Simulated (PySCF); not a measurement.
C₆H₇ClF (SMILES C=CC/C([CH]Cl)=C/F) (doublet)

```
atom    x (Å)    y (Å)    z (Å)
   C   2.3279  -0.7487  -0.3793
   C   1.3787   0.1665  -0.3934
   C   0.3901   0.3754   0.7165
   C  -1.0123   0.1487   0.2060
   C  -1.7070   1.1493  -0.4497
  Cl  -1.0697   2.7045  -0.6986
   C  -1.5588  -1.0969   0.3797
   F  -2.7907  -1.3950  -0.0689
   H   3.0174  -0.8657  -1.1976
   H   2.4631  -1.4163   0.4564
   H   1.2612   0.8259  -1.2426
   H   0.6024  -0.3082   1.5385
   H   0.4722   1.4018   1.0807
   H  -2.6994   0.9934  -0.8383
   H  -1.0794  -1.9268   0.8687
```

Geometry: GFN2-xTB.

Method: UKS B3LYP, pcH-1 on C Cl F H, non-relativistic, mean-field spin-orbit, GIAO in PySCF 2.14.0, density-fitted response routines.

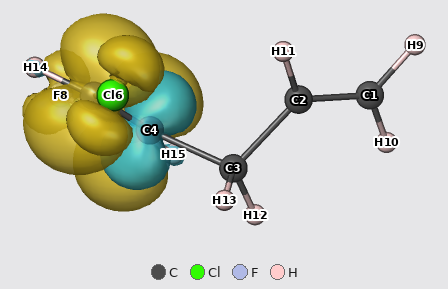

Figure 1. Isosurfaces of the spin density (α minus β) at +0.03 (yellow) and −0.03 e/Å³ (cyan), seen from one side.

> Which atoms carry the spin?

The unpaired spin (1 electron) lies mostly on C5 (about 0.4), C7 (about 0.4), Cl6 (about 0.1) and F8 (about 0.1), in electrons by Hirshfeld's partition.

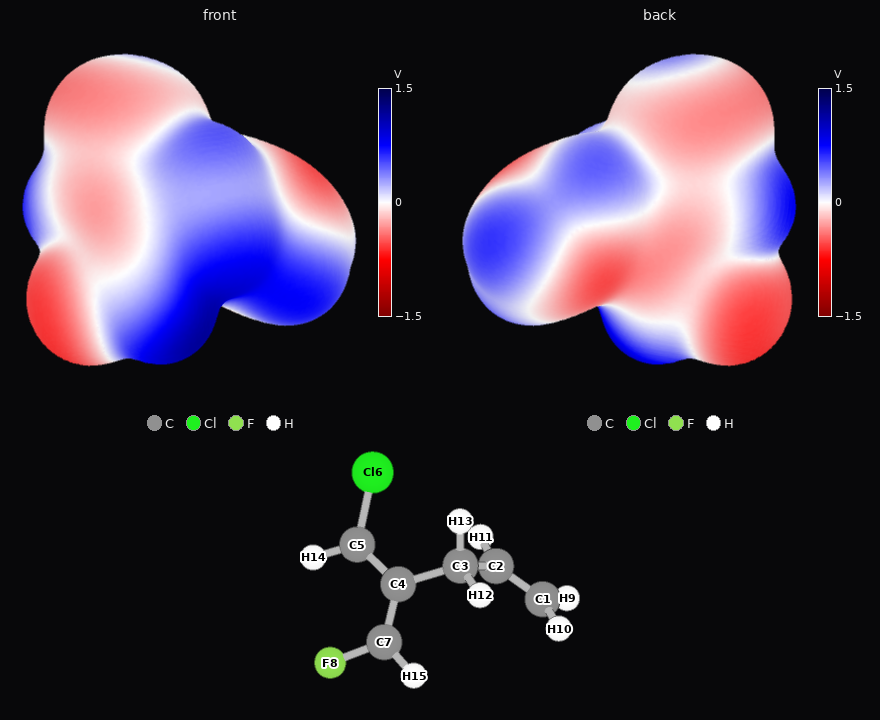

Figure 2. The electrostatic potential painted on the density surface at 0.001 e/bohr³, seen from the front and from behind; red is negative and blue positive. The bare structure is drawn below in the same view.

> Describe the electrostatic potential map.

The most negative region (about −0.6 V, or −14 kcal/mol for a unit charge) lies over F8, the most positive (about +1.1 V, or +25 kcal/mol for a unit charge) over H15. Cl6 shows a σ-hole: about +0.3 V, or +7 kcal/mol for a unit charge at the tip opposite its bond, against about −0.2 V on its flanks.
